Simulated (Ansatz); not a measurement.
```yaml
crystal:
  periodic: [false, false, false]
  atoms:
    - {symbol: F, position_ang: [1.202619, 1.050499, 0.347532]}
    - {symbol: Si, position_ang: [0.574389, 1.338004, -1.095398]}
    - {symbol: H, position_ang: [-0.862206, 1.656959, -0.922575]}
    - {symbol: H, position_ang: [1.294510, 2.484900, -1.696577]}
    - {symbol: H, position_ang: [0.742333, 0.123101, -1.926789]}
basis:
  gaussian: {orbitals: def2-TZVPP}
hamiltonian: {xc: {name: B2PLYP}}
```

Work out the structure from the coordinates.

Formula FH3Si. This geometry has C3v symmetry. Coordination: 1 Si tetrahedral.

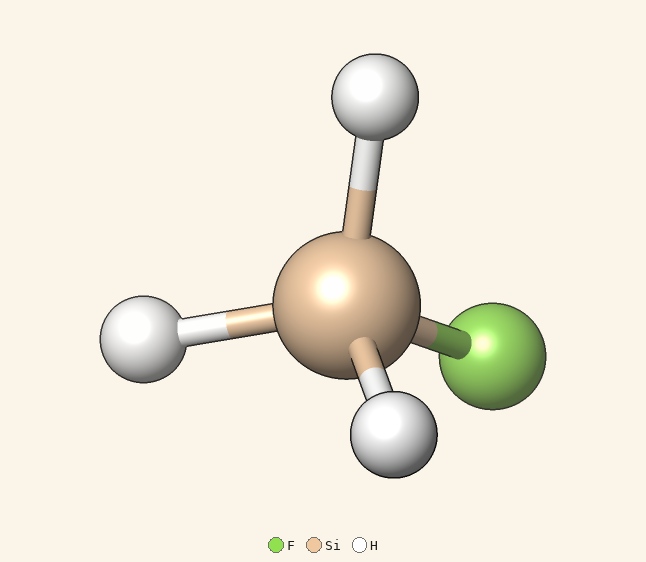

Figure made from data computed with Ansatz.
